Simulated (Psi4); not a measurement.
**DSD-PBEP86/6-31G(d) (density fitting for correlation, spherical functions) run of GaSiH7O (SMILES [SiH3][OH+][GaH3-])**

Aim: the energy change on altering one bond length of GaSiH7O at DSD-PBEP86/6-31G* (density fitting for correlation, spherical functions), from 2 runs. The job is set up through a Python script.

The results are computed with Psi4 1.11.

5 further runs of the same task are left out: 3 that didn't finish, 2 set aside as unsound or not needed. Runs told in other sessions of the task aren't counted.

## (1) The system as given

GaSiH7O has 10 atoms, charge 0, and is taken as a singlet. As SMILES, `[SiH3][OH+][GaH3-]`. Geometry: relaxed at PBE0-D4/def2-TZVP.

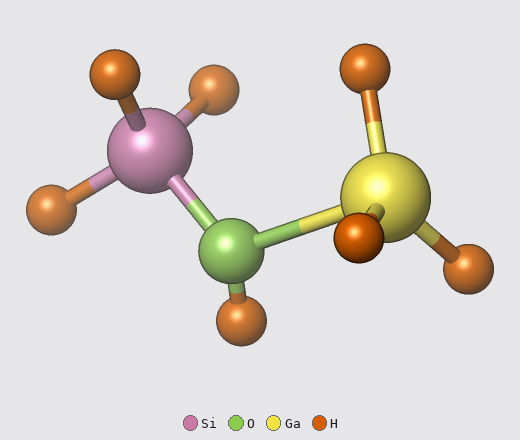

Viewed from a chosen angle; silicon pink, oxygen green, gallium yellow, hydrogen orange.

## (2) The energy at DSD-PBEP86/6-31G(d) (density fitting for correlation, spherical functions)

File run.py:

```python
import psi4

psi4.set_memory('2200 MB')
psi4.set_num_threads(1)
psi4.set_output_file('output.dat', False)

mol = psi4.geometry("""
Si    -0.484700     0.680100    -1.289300
O     -0.772200    -0.233700     0.097500
Ga     0.882100    -0.551000     1.475200
H     -1.767100     0.740000    -2.035000
H      0.556000     0.040700    -2.124900
H     -0.069600     2.013200    -0.814500
H     -1.323900    -1.014800     0.010100
H      0.306600     0.146600     2.760300
H      1.885600     0.253500     0.552600
H      0.870300    -2.125600     1.370900
symmetry c1
""")

psi4.set_options({
    'basis': '6-31G*',
    'reference': 'rks',
    'puream': True,
    'e_convergence': 1e-09,
    'd_convergence': 1e-08,
    'scf_type': 'pk',
    'dft_radial_points': 99,
    'dft_spherical_points': 590,
    'num_frozen_docc': 15,
})

e = psi4.energy('DSD-PBEP86')
print(f'total energy {e:.8f} hartree = {e * 27.211386:.5f} eV')
for k, v in sorted(psi4.core.scalar_variables().items()):
    print(f'{k:45s} {v:18.10f}')
```

Started as:

```sh
$ python run.py
```

output.dat, shortened:

```text
[...]
  Running in c1 symmetry.
[...]
  Nuclear repulsion =  256.165787413938233
[...]
  Multiplicity = 1
[...]
  Nalpha       = 30
  Nbeta        = 30
[...]
    Number of basis functions: 78
[...]
   @RKS iter   1: -2290.23137953687410   -2.76719e+00   3.47319e-02 DIIS/ADIIS
[...]
   @RKS iter  12: -2291.93459577483736   -5.45697e-12   3.00074e-09 DIIS
[...]
    Orbital Energies [Eh]
    ---------------------
    Doubly Occupied:
       1A   -376.608451     2A    -67.883987     3A    -47.389876
       4A    -41.862144     5A    -41.859613     6A    -41.859503
       7A    -20.128221     8A     -6.079305     9A     -5.881481
      10A     -4.238566    11A     -4.232471    12A     -4.232167
      13A     -4.072362    14A     -4.070366    15A     -4.070024
      16A     -1.288368    17A     -1.047281    18A     -1.041754
      19A     -1.041569    20A     -1.038075    21A     -1.037876
      22A     -0.742536    23A     -0.647988    24A     -0.583457
      25A     -0.543284    26A     -0.485284    27A     -0.459510
      28A     -0.443888    29A     -0.360639    30A     -0.356116
[...]
  @RKS Final Energy: -2291.93459577483736
   => Energetics <=
    Nuclear Repulsion Energy =            256.1657874139382329
    One-Electron Energy =               -3703.6141862662998392
    Two-Electron Energy =                1185.9173672779372737
    DFT Exchange-Correlation Energy =     -30.4035642004127205
    Empirical Dispersion Energy =           0.0000000000000000
    VV10 Nonlocal Energy =                  0.0000000000000000
    Total Energy =                      -2291.9345957748373621
[...]
 Multipole Moments:
 ------------------------------------------------------------------------------------
     Multipole            Electronic (a.u.)      Nuclear  (a.u.)        Total (a.u.)
 ------------------------------------------------------------------------------------
 L = 1.  Multiply by 2.5417464519 to convert [e a0] to [Debye]
 Dipole X            :          4.3925201           -5.3705368           -0.9780168
 Dipole Y            :         -3.6974061            3.6780657           -0.0193404
 Dipole Z            :          8.8147425           -9.9690827           -1.1543402
 Magnitude           :                                                    1.5130737
[...]
```

On the terminal:

```text
total energy -2292.20149088 hartree = -62373.97956 eV
CURRENT ENERGY                                  -2292.2014908841
CURRENT REFERENCE ENERGY                        -2291.9345957748
DD SOLVATION ENERGY                                 0.0000000000
DFT FUNCTIONAL TOTAL ENERGY                     -2291.9345957748
DFT TOTAL ENERGY                                -2292.2014908841
DFT VV10 ENERGY                                     0.0000000000
DFT XC ENERGY                                     -30.4035642004
DOUBLE-HYBRID CORRECTION ENERGY                    -0.2668951093
DSD-PBEP86 DOUBLE-HYBRID CORRECTION ENERGY         -0.2668951093
DSD-PBEP86 TOTAL ENERGY                         -2292.2014908841
GRID ELECTRONS ALPHA                               30.0000016730
GRID ELECTRONS BETA                                30.0000016730
GRID ELECTRONS TOTAL                               60.0000033460
NUCLEAR REPULSION ENERGY                          256.1657874139
ONE-ELECTRON ENERGY                             -3703.6141862663
PCM POLARIZATION ENERGY                             0.0000000000
PE ENERGY                                           0.0000000000
SCF ITERATION ENERGY                            -2291.9345957748
SCF ITERATIONS                                     12.0000000000
SCF TOTAL ENERGY                                -2291.9345957748
TWO-ELECTRON ENERGY                              1185.9173672779
XC GRID RADIAL POINTS                              99.0000000000
XC GRID SPHERICAL POINTS                          590.0000000000
XC GRID TOTAL POINTS                           555339.0000000000
```

It took 10 s on 1 thread of Intel Xeon 6975P-C (Granite Rapids), shared host; peak memory 1.3 GiB.

## (3) The distorted shape

File gah7osi.xyz:

```xyz
10
GaH7OSi
Si    -0.816792    -0.386419    -1.669154
O     -1.104292    -1.300219    -0.282354
Ga     0.550008    -1.617519     1.095346
H     -2.099192    -0.326519    -2.414854
H      0.223908    -1.025819    -2.504754
H     -0.069600     2.013200    -0.814500
H     -1.655992    -2.081319    -0.369754
H     -0.025492    -0.919919     2.380446
H      1.553508    -0.813019     0.172746
H      0.538208    -3.192119     0.991046
```

File gah7osi.py:

```python
import psi4

psi4.set_memory(2200000000)
psi4.set_num_threads(1)
psi4.set_output_file('run.log', False)

with open('gah7osi.xyz') as f:
    atoms = ''.join(f.readlines()[2:])
geom = psi4.geometry('0 1\n' + atoms + 'symmetry c1')

psi4.set_options({
    'basis': '6-31G*',
    'puream': True,
    'e_convergence': 1e-09,
    'd_convergence': 1e-08,
    'scf_type': 'pk',
    'dft_radial_points': 99,
    'dft_spherical_points': 590,
    'num_frozen_docc': 15,
})

result, w = psi4.energy('dsd-pbep86', molecule=geom, return_wfn=True)
print('E =', round(result, 9))
```

Started as:

```sh
$ python gah7osi.py
```

run.log, shortened:

```text
[...]
  Running in c1 symmetry.
[...]
  Nuclear repulsion =  252.604080951678867
[...]
  Multiplicity = 1
[...]
  Nalpha       = 30
  Nbeta        = 30
[...]
    Number of basis functions: 78
[...]
   @RKS iter   1: -2290.07709804568049   -2.83280e+00   3.47583e-02 ADIIS/DIIS
[...]
   @RKS iter  12: -2291.79252391984164   -1.00044e-11   7.52129e-09 DIIS
[...]
    Orbital Energies [Eh]
    ---------------------
    Doubly Occupied:
       1A   -376.611302     2A    -67.944545     3A    -47.392794
       4A    -41.865093     5A    -41.862497     6A    -41.862383
       7A    -20.145049     8A     -6.082212     9A     -5.933052
      10A     -4.241620    11A     -4.235266    12A     -4.234971
      13A     -4.123621    14A     -4.122747    15A     -4.121141
      16A     -1.304591    17A     -1.050411    18A     -1.044695
      19A     -1.044519    20A     -1.040857    21A     -1.040612
      22A     -0.750556    23A     -0.660099    24A     -0.591450
      25A     -0.548880    26A     -0.491297    27A     -0.463882
      28A     -0.365576    29A     -0.359145    30A     -0.326664
[...]
  @RKS Final Energy: -2291.79252391984164
   => Energetics <=
    Nuclear Repulsion Energy =            252.6040809516788670
    One-Electron Energy =               -3695.6901460608887646
    Two-Electron Energy =                1181.6479873975599730
    DFT Exchange-Correlation Energy =     -30.3544462081915931
    Empirical Dispersion Energy =           0.0000000000000000
    VV10 Nonlocal Energy =                  0.0000000000000000
    Total Energy =                      -2291.7925239198416421
[...]
 Multipole Moments:
 ------------------------------------------------------------------------------------
     Multipole            Electronic (a.u.)      Nuclear  (a.u.)        Total (a.u.)
 ------------------------------------------------------------------------------------
 L = 1.  Multiply by 2.5417464519 to convert [e a0] to [Debye]
 Dipole X            :          3.9390781           -5.0593368           -1.1202587
 Dipole Y            :         -5.2466300            4.6774899           -0.5691400
 Dipole Z            :          8.3208892           -9.6131253           -1.2922361
 Magnitude           :                                                    1.8024356
[...]
```

Standard output:

```text
E = -2292.071283908
```

Run time: 9.9 s. Hardware: 1 thread of Intel Xeon 6975P-C (Granite Rapids), shared host; peak memory 1.3 GiB.

## (4) What came out

At DSD-PBEP86/6-31G* (density fitting for correlation, spherical functions), 15 core orbitals frozen:

| quantity | value |
| --- | --- |
| first shape: total energy | -2292.20149 Eh |
| first shape: HOMO energy (SCF part's orbitals) | -9.69 eV |
| first shape: LUMO energy (SCF part's orbitals) | 1.14 eV |
| first shape: HOMO–LUMO gap (SCF part's orbitals) | 10.83 eV |
| distorted shape: total energy | -2292.07128 Eh |
| distorted shape: HOMO energy (SCF part's orbitals) | -8.89 eV |
| distorted shape: LUMO energy (SCF part's orbitals) | -1.05 eV |
| distorted shape: HOMO–LUMO gap (SCF part's orbitals) | 7.83 eV |
| energy change with the Si1–H6 bond stretched from 1.475 to 2.655 Å | 3.543 eV |

In words: With the Si1–H6 bond stretched from 1.475 to 2.655 Å the energy rises by 3.54 eV (342 kJ/mol). The first shape isn't relaxed at this level, so the change isn't measured from a minimum. A restricted reference can't describe the breaking bond well at this length.
